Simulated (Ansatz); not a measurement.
**KZnF3 (Pm-3m): how ε∞ follows the gap**

The empty bands of KZnF3 (Pm-3m) are shifted up rigidly by Δ, and ε∞ is computed for each shift.

Cell: a, b, c = 4.050, 4.050, 4.050 Å (primitive vectors), 5 atoms.

Method: Ansatz 0.2.0, r2SCAN, independent particles, k-mesh 6×6×6 with interpolation inside its cells, Gaussian parameter 0.1 eV.

Launch of the response step: `ansatz run input.yaml --threads 4 --pin off --max-ram 8192MiB --backend cpu --events-out ev --progress --plain --runs-dir out`. The series took 85 s in all, on 4 threads of Intel(R) Xeon(R) Processor @ 2.70GHz, on a shared host.

| Δ (eV) | ε∞ |
| --- | --- |
| 0.00 | 2.304 |
| 0.40 | 2.270 |
| 0.80 | ? |
| 1.20 | 2.208 |
| 1.60 | 2.180 |
| 2.00 | 2.153 |

With one effective transition at E₀ and fixed dipole strength, ε∞ − 1 = A/(E₀ + Δ), so 1/(ε∞ − 1) is linear in Δ.

Working, on the rows shown:

| x = Δ (eV) | y = 1/(ε∞ − 1) |
| --- | --- |
| 0 | 0.766871 |
| 0.4 | 0.787402 |
| 1.2 | 0.827815 |
| 1.6 | 0.847458 |
| 2 | 0.867303 |

Means: x̄ = 1.04, ȳ = 0.81937. Σ(x − x̄)(y − ȳ) = 0.1382, Σ(x − x̄)² = 2.752. Slope = 0.1382 / 2.752 = 0.0502; intercept = ȳ − slope · x̄ = 0.76716. Turned back into ε∞, the line misses the rows shown by at most 0.0006.

Q: Fill in the last column of the withheld row.

A: At x = 0.8 the line gives y = 0.80732, that is 2.239. The run gave 2.238, so the interpolation is off by 0.00066, 0.4 % of the range in the table.

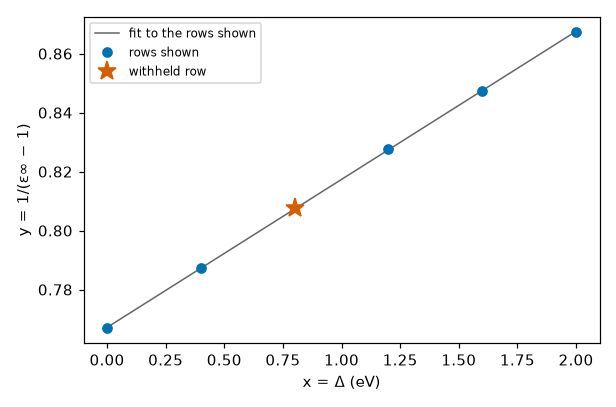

Refitted with all rows, the slope is 0.05017 and the intercept 0.76726. These give E₀ = intercept/slope = 15.3 eV, far above the least direct gap of 6.59 eV: most of the screening comes from transitions well over the edge. Over the first step ε∞ falls by 4 % per eV. Excitons are left out and so are local fields; r2SCAN gaps are as a rule too small.
